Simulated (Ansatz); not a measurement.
# Run report: GeHOF, geometry relaxation

- system: GeHOF
- method: RKS PBE0/def2-SVP (Ansatz 0.2.0)

It belongs to a series of runs on one base structure; here: end point B relaxed. Figures and captions count atoms from 1; the log counts them from 0 in places.

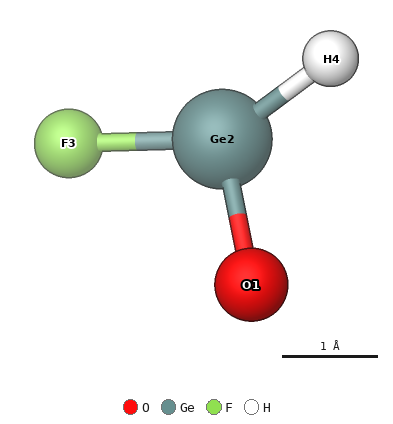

The structure as given in the input (ball-and-stick view, seen at a tilt; atoms are numbered from 1 in the order of the input). Sticks mark near contacts.

### The input
```yaml
crystal:
  periodic: [false, false, false]
  atoms:
    - { symbol: O, position_ang: [-0.8416, 0.3042, -0.6024] }
    - { symbol: Ge, position_ang: [-0.2435, -0.4608, 0.843] }
    - { symbol: F, position_ang: [1.3531, -1.0348, 0.5039] }
    - { symbol: H, position_ang: [-1.22774, 0.07102, 1.88671] }
basis:
  gaussian: { orbitals: def2-SVP }
hamiltonian:
  xc: pbe0
relax:
  f_tol: 0.02
  max_steps: 50
output:
  orbitals: {}
```

Machine: 1 thread of Arm Neoverse V2, 24 GiB of memory available, shared host.

Launched with:
```bash
ansatz run input.yaml --threads 1 --pin off --max-ram 2048MiB --backend cpu --events-out ev --progress --plain --runs-dir out
```

### Log
```
The last accepted step is kept in [file] (removed where the run ends without a failure and the disk answers)
Engine: ansatz 0.2.0, aarch64-unknown-linux-gnu
Functional definition: PBE0
  parameter a = 0.25
  parameter kappa = 0.804
  parameter beta = 0.06672455060314922
  exchange = (1 - a)*pbe_x(kappa = kappa, mu = beta*pi^2/3) + a*exact_x
  correlation = pbe_c(beta = beta)
668 factors; integrals over basis functions are off by at most 2.8e-4 eV
mean field evaluation 1: about -61263.3460 eV, gradient 7.1e1 eV
mean field evaluation 2: about -61117.5231 eV, gradient 1.9e2 eV
mean field evaluation 4: about -61273.1224 eV, gradient 1.9e1 eV
mean field evaluation 8: about -61273.9017 eV, gradient 3.0e-1 eV
mean field evaluation 16: about -61273.9111 eV, gradient 3.1e-5 eV
mean field -61273.91107511 eV, -2251.7746990615 hartree, gradient 3.1e-5 eV, S^2 0.000000; 0 other end points of the search recorded, 0 dependent functions left out
the calculation of the forces begins
reference -61273.91109384 eV, -2251.7746997500 hartree; 25, 25 occupied and 40, 40 virtual orbitals, 668 factors
relax step   1: F+E_penalty+E_count = -61273.91107511 eV  Δ(F+E_penalty+E_count) = +0.000e0 eV  max|allowed force component| = 5.271e0 eV/Å  Δτ_max = 0.0000 Å  (29 SCF iters, accepted)
these checks for a lower state are left out or cut short: starts, cluster_reference, orbital_swaps, neighbouring_geometries, increment
668 factors; integrals over basis functions are off by at most 3.5e-4 eV
mean field -61274.76122704 eV, -2251.8059415690 hartree, gradient 1.7e-5 eV, S^2 0.000000; 0 other end points of the search recorded, 0 dependent functions left out
the calculation of the forces begins
reference -61274.76124601 eV, -2251.8059422660 hartree; 25, 25 occupied and 40, 40 virtual orbitals, 668 factors
relax step   2: F+E_penalty+E_count = -61274.76122704 eV  Δ(F+E_penalty+E_count) = -8.502e-1 eV  max|allowed force component| = 2.568e0 eV/Å  Δτ_max = 0.1946 Å  (37 SCF iters, accepted)
these checks for a lower state are left out or cut short: starts, cluster_reference, orbital_swaps, neighbouring_geometries, increment
668 factors; integrals over basis functions are off by at most 3.7e-4 eV
mean field evaluation 32: about -61274.9838 eV, gradient 1.5e-5 eV
mean field -61274.98377388 eV, -2251.8141200145 hartree, gradient 1.5e-5 eV, S^2 0.000000; 0 other end points of the search recorded, 0 dependent functions left out
the calculation of the forces begins
reference -61274.98379307 eV, -2251.8141207197 hartree; 25, 25 occupied and 40, 40 virtual orbitals, 668 factors
relax step   3: F+E_penalty+E_count = -61274.98377388 eV  Δ(F+E_penalty+E_count) = -2.225e-1 eV  max|allowed force component| = 1.681e0 eV/Å  Δτ_max = 0.1921 Å  (36 SCF iters, accepted)
these checks for a lower state are left out or cut short: starts, cluster_reference, orbital_swaps, neighbouring_geometries, increment
668 factors; integrals over basis functions are off by at most 3.6e-4 eV
mean field -61275.16620205 eV, -2251.8208241258 hartree, gradient 2.1e-5 eV, S^2 0.000000; 0 other end points of the search recorded, 0 dependent functions left out
the calculation of the forces begins
reference -61275.16622118 eV, -2251.8208248290 hartree; 25, 25 occupied and 40, 40 virtual orbitals, 668 factors
relax step   4: F+E_penalty+E_count = -61275.16620205 eV  Δ(F+E_penalty+E_count) = -1.824e-1 eV  max|allowed force component| = 7.586e-1 eV/Å  Δτ_max = 0.0649 Å  (29 SCF iters, accepted)
these checks for a lower state are left out or cut short: starts, cluster_reference, orbital_swaps, neighbouring_geometries, increment
668 factors; integrals over basis functions are off by at most 3.3e-4 eV
mean field -61275.20248180 eV, -2251.8221573822 hartree, gradient 1.6e-5 eV, S^2 0.000000; 0 other end points of the search recorded, 0 dependent functions left out
the calculation of the forces begins
reference -61275.20250091 eV, -2251.8221580845 hartree; 25, 25 occupied and 40, 40 virtual orbitals, 668 factors
relax step   5: F+E_penalty+E_count = -61275.20248180 eV  Δ(F+E_penalty+E_count) = -3.628e-2 eV  max|allowed force component| = 3.353e-1 eV/Å  Δτ_max = 0.0495 Å  (30 SCF iters, accepted)
these checks for a lower state are left out or cut short: starts, cluster_reference, orbital_swaps, neighbouring_geometries, increment
668 factors; integrals over basis functions are off by at most 3.2e-4 eV
mean field -61275.20880607 eV, -2251.8223897949 hartree, gradient 1.1e-5 eV, S^2 0.000000; 0 other end points of the search recorded, 0 dependent functions left out
the calculation of the forces begins
reference -61275.20882518 eV, -2251.8223904971 hartree; 25, 25 occupied and 40, 40 virtual orbitals, 668 factors
relax step   6: F+E_penalty+E_count = -61275.20880607 eV  Δ(F+E_penalty+E_count) = -6.324e-3 eV  max|allowed force component| = 1.571e-2 eV/Å  Δτ_max = 0.0183 Å  (30 SCF iters, accepted)
668 factors; integrals over basis functions are off by at most 3.2e-4 eV
mean field evaluation 64: about -61275.1990 eV, gradient 8.9e-2 eV
```

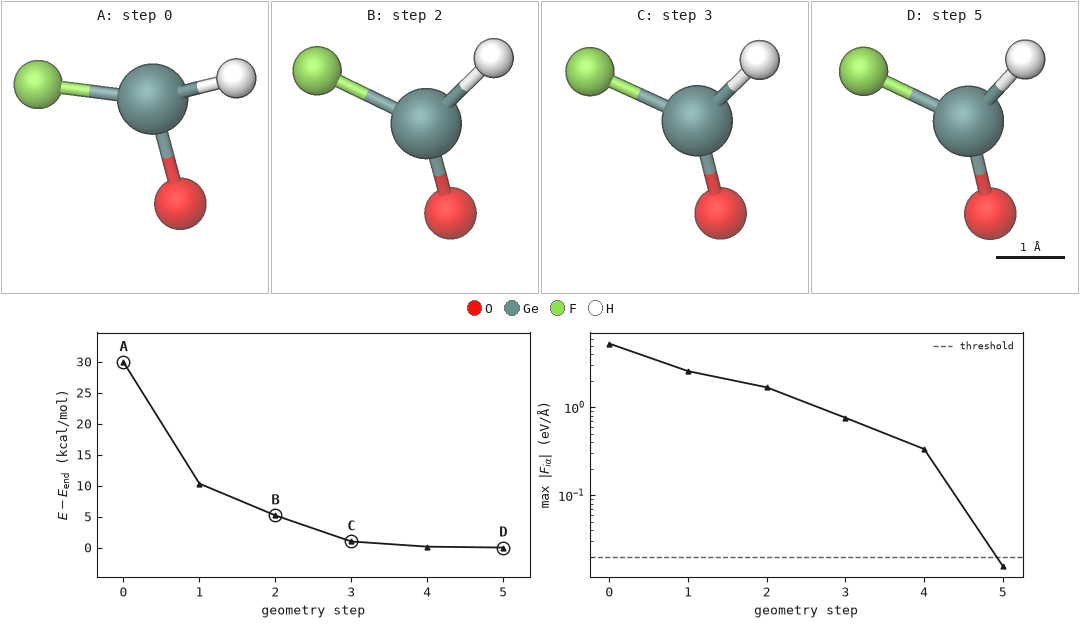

Frames of the relaxation (ball-and-stick view, seen at a tilt) above the curves, on which the letters mark them (the first geometry is step 0 here and step 1 in the log).

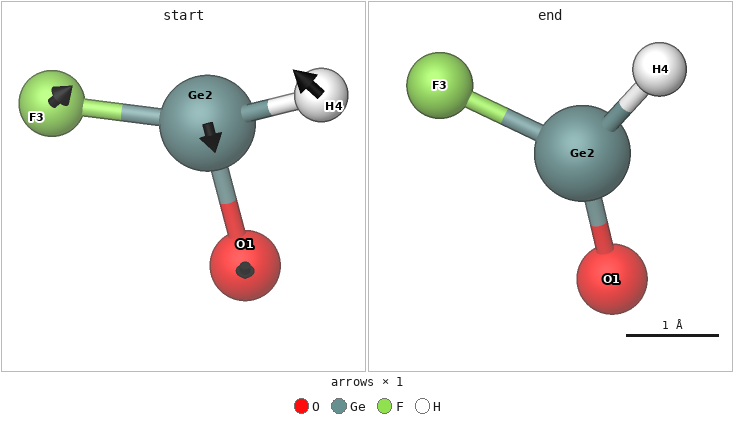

Before (left) and after (right) the relaxation, at one scale (ball-and-stick view, seen at a tilt). The black arrows give the displacements, at true length. The atom that moves furthest after the best rigid fit is H4 (0.42 Å). By element the largest moves are H 0.42 Å, Ge 0.34 Å, F 0.34 Å, O 0.22 Å. Distances before and after: O1–Ge2 1.741 → 1.622 Å. Among the angles that change: F3–Ge2–H4 147.4° → 104.5°, O1–Ge2–H4 101.1° → 133.0°, O1–Ge2–F3 107.5° → 122.6°. After 5 geometry steps the energy has fallen by 29.9 kcal/mol. Largest force component: 5.3 eV/Å at the start, 0.016 eV/Å at the end. (Atoms are counted from 1 in the order of the input.)

```
mean field -61275.20880607 eV, -2251.8223897949 hartree, gradient 1.1e-5 eV, S^2 0.000000; 1 other end points of the search recorded, 0 dependent functions left out
the calculation of the forces begins
reference -61275.20882518 eV, -2251.8223904971 hartree; 25, 25 occupied and 40, 40 virtual orbitals, 668 factors
Total energy: -61275.20882518 eV, -2251.8223904971 hartree
Atom 0 at    -0.865896     0.315826    -0.819461 Å, force     0.006153    -0.005893     0.012206 eV/Å
Atom 1 at    -0.338649    -0.221070     0.617038 Å, force    -0.006782     0.007596    -0.015712 eV/Å
Atom 2 at     1.169549    -1.046831     0.806310 Å, force    -0.011867     0.004612     0.007174 eV/Å
Atom 3 at    -0.924743    -0.168305     2.027323 Å, force     0.012495    -0.006314    -0.003668 eV/Å
Dipole moment:    -0.130226    -0.055375     0.682789 e Å
```

### Trajectory as extended XYZ (Å, eV, eV/Å), 6 frames, from step=1 to step=6
```
4
Properties=species:S:1:pos:R:3:forces:R:3 step=1 energy=-61273.91108
O    -0.8416    0.3042   -0.6024    1.1370  -1.9023   3.0638
Ge   -0.2435   -0.4608    0.8430   -1.8739   2.8839  -5.2708
F     1.3531   -1.0348    0.5039    0.0505  -0.3479   1.1858
H    -1.2277    0.0710    1.8867    0.6864  -0.6337   1.0211
4
Properties=species:S:1:pos:R:3:forces:R:3 step=2 energy=-61274.76123
O    -0.8656    0.2927   -0.7057    0.7935  -0.7680   1.7175
Ge   -0.2526   -0.2990    0.7352   -1.0120   1.0828  -2.5679
F     1.3155   -1.0802    0.6092   -0.8185   0.2542   0.8435
H    -1.1570   -0.0338    1.9926    1.0370  -0.5690   0.0069
4
Properties=species:S:1:pos:R:3:forces:R:3 step=3 energy=-61274.98377
O    -0.8809    0.3010   -0.8182    0.0273   0.1710  -0.1959
Ge   -0.2980   -0.1775    0.6131    0.6704  -1.1870   1.5225
F     1.2532   -1.0971    0.7489   -1.6811   1.0654   0.0403
H    -1.0340   -0.1468    2.0874    0.9835  -0.0493  -1.3669
4
Properties=species:S:1:pos:R:3:forces:R:3 step=4 energy=-61275.16620
O    -0.8732    0.3150   -0.8102    0.1809  -0.1295   0.3437
Ge   -0.3189   -0.2234    0.6253    0.1040  -0.1533   0.1219
F     1.2165   -1.0664    0.7703   -0.7586   0.4045   0.0836
H    -0.9842   -0.1455    2.0458    0.4737  -0.1216  -0.5492
4
Properties=species:S:1:pos:R:3:forces:R:3 step=5 energy=-61275.20248
O    -0.8690    0.3169   -0.8219    0.0611  -0.0431   0.1201
Ge   -0.3346   -0.2189    0.6152    0.1031  -0.1143   0.1711
F     1.1832   -1.0536    0.8001   -0.3353   0.1856  -0.0086
H    -0.9393   -0.1648    2.0378    0.1711  -0.0282  -0.2826
4
Properties=species:S:1:pos:R:3:forces:R:3 step=6 energy=-61275.20881
O    -0.8659    0.3158   -0.8195    0.0062  -0.0059   0.0122
Ge   -0.3386   -0.2211    0.6170   -0.0068   0.0076  -0.0157
F     1.1695   -1.0468    0.8063   -0.0119   0.0046   0.0072
H    -0.9247   -0.1683    2.0273    0.0125  -0.0063  -0.0037
```

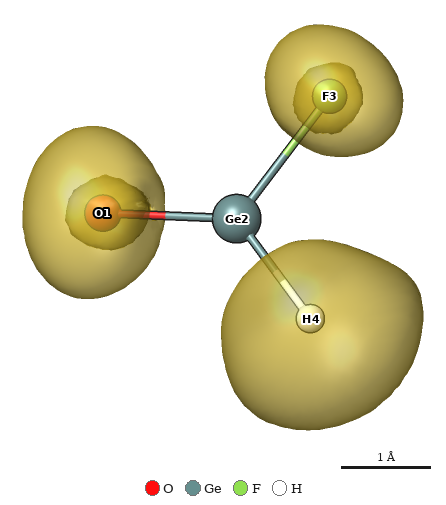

Isosurface of the electron localisation function at 0.75 (yellow), seen at a tilt. Only the valence region is drawn (cores and ρ < 0.01 e/Å³ removed). Values along the shortest contacts: Ge–O (1.62 Å): the ELF peaks at about 0.75 in the valence shell of O, 0.5 Å from its nucleus, and is about 0.35 at the midpoint. Ge–F (1.73 Å): the ELF peaks at about 0.80 in the valence shell of F, 0.5 Å from its nucleus, and is about 0.25 at the midpoint.

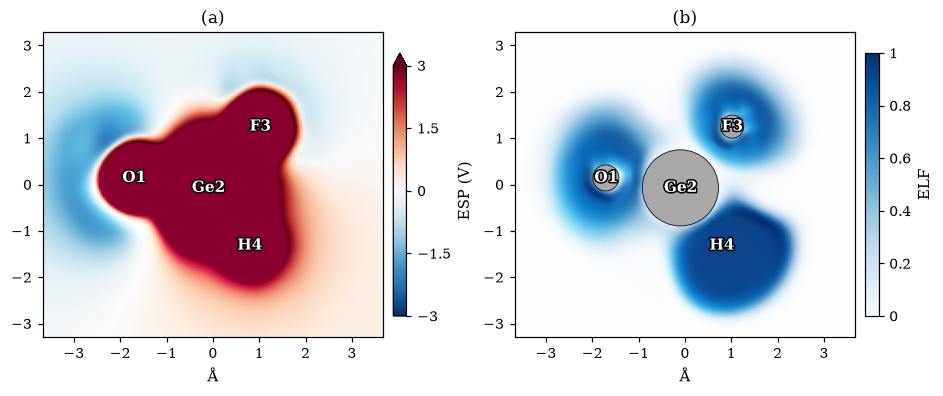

(a) molecular electrostatic potential; (b) ELF on the molecular plane. Grey discs, where drawn, cover atomic cores. The section cuts through O, Ge, F and H sites. Ge–O (1.62 Å): the ELF peaks at about 0.75 in the valence shell of O, 0.5 Å from its nucleus, and is about 0.35 at the midpoint. Ge–F (1.73 Å): the ELF peaks at about 0.80 in the valence shell of F, 0.5 Å from its nucleus, and is about 0.25 at the midpoint. Ge–H (1.53 Å): the ELF climbs to about 1 towards the hydrogen, as it does in any bond to H.

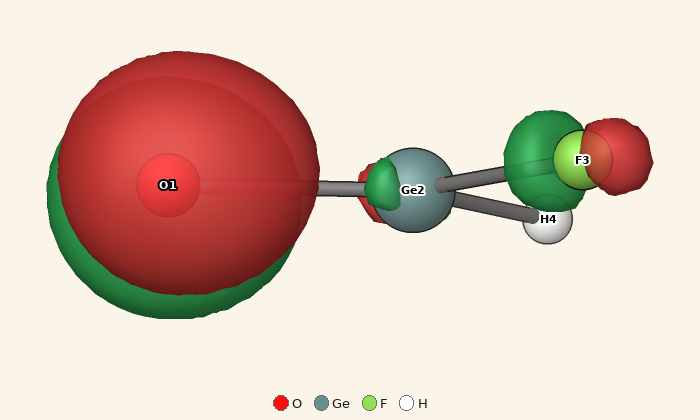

The HOMO at ±0.2 Å⁻³ᐟ² (green and red are the two phases), seen from the side. Its energy is −8.51 eV.

### Key numbers

```csv
quantity,value
outcome,converged
total energy,−61275.2088 eV
mean-field energy,−61275.2088 eV
largest force (length of the vector) at the end,0.019 eV/Å
wall time,11 s
peak memory,0.13 GiB
```
